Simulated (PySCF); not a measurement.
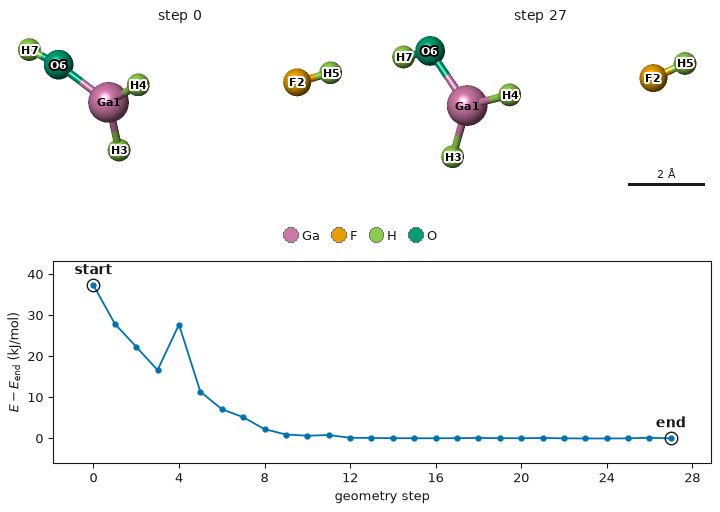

First and last geometry of a relaxation of GaH$_{4}$OF (coarse preliminary run), with the history of the run. A ball-and-stick model, seen face on.

The reaction that was planned forms Ga1–O6, F2–H5 and breaks Ga1–F2, H5–O6 (atoms numbered from 1 in input order).

Method: RKS PBE0-D4/def2-SVP, partitioned rational-function steps on a Bofill-updated Hessian in PySCF 2.14.0. 

> What do the curves and the structures tell?

It converged. H3 moves most after the best rigid fit: 0.75 Å. Largest moves by element: H 0.75 Å, O 0.47 Å, F 0.16 Å, Ga 0.11 Å. Some distances before and after: Ga1–O6 1.690 → 1.787 Å, Ga1–H3 1.545 → 1.569 Å, Ga1–H4 1.536 → 1.557 Å, F2–H5 0.933 → 0.920 Å. Among the angles between lasting bonds that change: Ga1–O6–H7 164.7° → 114.5°, H3–Ga1–O6 120.3° → 117.5°, H3–Ga1–H4 126.6° → 128.9°. Over 27 geometry steps the energy falls by 37.3 kJ/mol.

| step | E − E(0), kJ/mol |
| --- | --- |
| 0 | 0.00 |
| 1 | -9.38 |
| 2 | -14.99 |
| 3 | -20.66 |
| 4 | -9.56 |
| 5 | -25.94 |
| 6 | -30.18 |
| 7 | -32.13 |
| 8 | -35.04 |
| 9 | -36.36 |
| 10 | -36.65 |
| 11 | -36.48 |
| 12 | -37.15 |
| 13 | -37.20 |
| 14 | -37.25 |
| 15 | -37.26 |
| 16 | -37.26 |
| 17 | -37.25 |
| 18 | -37.20 |
| 19 | -37.24 |
| 20 | -37.27 |
| 21 | -37.20 |
| 22 | -37.29 |
| 23 | -37.32 |
| 24 | -37.31 |
| 25 | -37.29 |
| 26 | -37.15 |
| 27 | -37.30 |

Limits of the set-up: the start holds two separate molecules, 4.8 Å apart at their closest, whose relative position is a soft coordinate.
